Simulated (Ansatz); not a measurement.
# BBrClH₂N: small, medium and large basis sets

How large a basis does BBrClH₂N need? Two functionals are run in growing sets.

The runs use Ansatz 0.2.0, Gaussian basis; one geometry, several basis sets.

Plan: PBE0-D4/def2-SVP; ωB97M-V/def2-SVP; PBE0-D4/def2-QZVPP; ωB97M-V/def2-QZVPP; the functionals' def2-TZVPP values are taken from earlier runs.

## 1. The relaxed structure

An earlier PBE0-D4 in a triple-zeta def2 set relaxation fixed the geometry.

6 atoms, charge 0, spin multiplicity 1.

Atoms are counted from 1 here; the program's logs count them from 0.

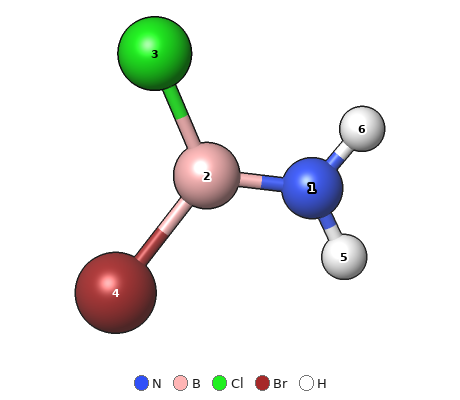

The structure; nitrogen blue, boron pink, chlorine green, bromine red, hydrogen white; atoms are numbered from 1 in the order of the file.

## 2. PBE0-D4 in def2-SVP

File in.yaml:

```yaml
crystal:
  periodic: [false, false, false]
  atoms:
    - {symbol: N, position_ang: [0.559439, 0.476174, 0.355193]}
    - {symbol: B, position_ang: [-0.401880, -0.315348, -0.244646]}
    - {symbol: Cl, position_ang: [-2.091643, 0.167428, -0.234109]}
    - {symbol: Br, position_ang: [0.111598, -1.962836, -1.100677]}
    - {symbol: H, position_ang: [1.533301, 0.227748, 0.366035]}
    - {symbol: H, position_ang: [0.331284, 1.342734, 0.812004]}
basis:
  gaussian: {orbitals: def2-SVP}
hamiltonian: {xc: pbe0, dispersion: d4}
output: {orbitals: {seedname: orbitals}}
```

The runs that follow: ωB97M-V in def2-SVP; PBE0-D4 in def2-QZVPP; ωB97M-V in def2-QZVPP.

Q: Predict the results of all the runs planned. Wanted: PBE0-D4: double and triple zeta above quadruple; ωB97M-V: double and triple zeta above quadruple.

**Answer**, as computed:

```
                                       quantity           value
PBE0-D4: double and triple zeta above quadruple  17.14, 1.92 eV
ωB97M-V: double and triple zeta above quadruple  17.05, 1.84 eV
```

In words: For PBE0-D4 the step from double to triple zeta gains 15.22 eV and the next only 1.92 eV. Total energies overstate the basis error of differences, where much of it tends to cancel. The LUMO of ωB97M-V is positive and keeps falling with the basis (2.54 to 1.61 eV): an unbound level that the basis holds in place.
